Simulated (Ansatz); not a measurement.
How far to go with the k-point mesh: a (110) slab of AlAu (cut from a parent of space group no. 221; 10 atoms in the cell)

```yaml
crystal:
  lattice:
    - [3.21427, 0.00000, 0.00000]
    - [0.00000, 4.54566, 0.00000]
    - [0.00000, 0.00000, 23.09132]
  atoms:
    - { symbol: Al, position: [0.00000, 0.00000, 0.30314] }
    - { symbol: Au, position: [0.50000, 0.50000, 0.30314] }
    - { symbol: Al, position: [0.00000, 0.50000, 0.40158] }
    - { symbol: Au, position: [0.50000, 0.00000, 0.40158] }
    - { symbol: Al, position: [0.00000, 0.00000, 0.50000] }
    - { symbol: Au, position: [0.50000, 0.50000, 0.50000] }
    - { symbol: Al, position: [0.00000, 0.50000, 0.59843] }
    - { symbol: Au, position: [0.50000, 0.00000, 0.59843] }
    - { symbol: Al, position: [0.00000, 0.00000, 0.69686] }
    - { symbol: Au, position: [0.50000, 0.50000, 0.69686] }
```

Level of theory: LDA (PW92), default PAW files made with PBE (plane waves; Ansatz, a first-principles code).

Base settings: basis.ecutwfc = 420 eV; kpoints.mp_grid.grid = 7 5 1; hamiltonian.xc = lda; hamiltonian.pseudopotentials = {kind: paw} (the program's default PAW files); scf.occupations.method = gaussian; scf.occupations.width = 0.1 eV.

Only quantities that move along the ladder and can be compared are tabulated.

The count of work is k-points × plane waves × bands × iterations; it is no time. Core times come from one kind of shared machine, to one figure; runs under 30 s give none.

The starting cell comes from a database of computed structures (which also holds hypothetical and non-ambient phases and stackings), without a prior relaxation at this level. The slab is cut from that crystal, and its faces are unrelaxed. Its lattice was rescaled by up to half a per cent.

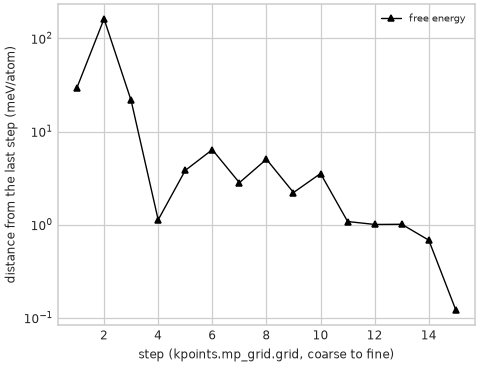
*Distance from the last step along the ladder; very small values are drawn at a floor.*

```tsv
kpoints.mp_grid.grid	free energy less the last step's (meV/atom)	largest difference of a force vector from the last step's (eV/Å)	count of work / last	core time / last (rough)
2 2 1	-29.61	0.425	0.037	–
3 2 1	161.92	0.397	0.037	–
4 3 1	21.53	0.133	0.055	–
5 4 1	1.13	0.146	0.073	–
6 4 1	-3.82	0.126	0.086	–
6 5 1	-6.38	0.056	0.086	–
7 5 1	2.82	0.030	0.086	–
8 5 1	5.04	0.106	0.11	–
9 6 1	2.21	0.051	0.14	–
10 7 1	3.54	0.043	0.17	0.2
12 9 1	1.08	0.036	0.21	0.3
14 10 1	1.01	0.028	0.34	0.4
16 12 1	-1.01	0.017	0.45	0.5
19 14 1	0.68	0.015	0.49	0.7
22 16 1	0.12	0.011	0.77	0.8
26 19 1	0.00	0.000	1.0	1
```

Coarsest kpoints.mp_grid.grid that holds the forces within 0.02 eV/Å: not settled: the last two steps still differ by 0.011 eV/Å, over half the tolerance, so the ladder does not show it.

Coarsest kpoints.mp_grid.grid that holds the free energy within 0.5 meV/atom of the last step, with all finer ones: 22 16 1; the step before is off by 0.68 meV/atom.

Keys are those of Ansatz 0.2.
